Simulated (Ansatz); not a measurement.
# The potential step between two gates: 1T-HfS2 3 layers, AA

Two oppositely charged gates put a neutral stack in a displacement field D. The voltage between them is D/ε₀ times an electrical distance, shorter than the real one because the stack screens.

Set-up. Ansatz 0.2.0, plane waves with PAW datasets (its set soft_2), PBE-D3(BJ); isolated slab, charged sheets 6 Å from the outer atoms behind model barriers, atoms held. Voltages count from the uncharged case.

| run | D/ε₀ (V/nm) | step in an electron's potential, upper less lower gate (eV) |
| --- | --- | --- |
| run 1 | −3.619 | −4.419 |
| run 2 | −1.810 | −2.211 |
| run 3 | 0.000 | 0.000 |
| run 4 | 1.810 | 2.212 |
| run 5 | 3.619 | 4.419 |
| run 6 | 5.428 | ? |

**Question.** What value belongs in the row marked “?”, and how far can the other rows tell?

A least-squares line through the 5 rows shown has slope 1.2212 and intercept 0.0002; no row lies more than 0.001 eV off it. The size of the slope, 1.221 nm, is the electrical distance; the sheets are 2.647 nm apart, and screening reaches beyond the outer atoms. At 5.428 it gives 1.2212 × 5.428 + 0.0002 = 6.629 eV, beyond the rows fitted. Rounding and scatter of the rows alone allow about ±0.002 eV there.

The run itself gives 6.585 eV: a miss of −0.044 eV, or 0.7 % of the value. Screening stays linear to within 1 % over this range.

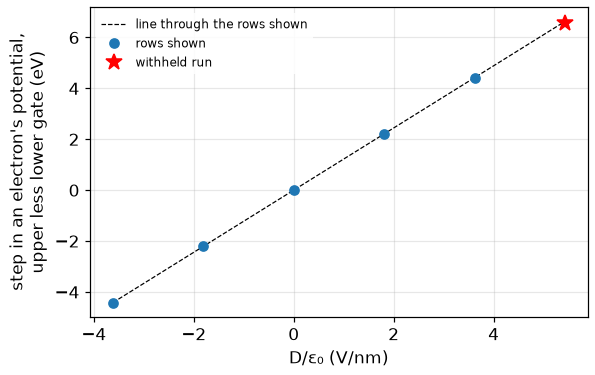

The fit and the withheld run.

**Limits.** The gates are model sheets, not atoms. Spin-orbit coupling is left out, which changes the bands of elements this heavy.
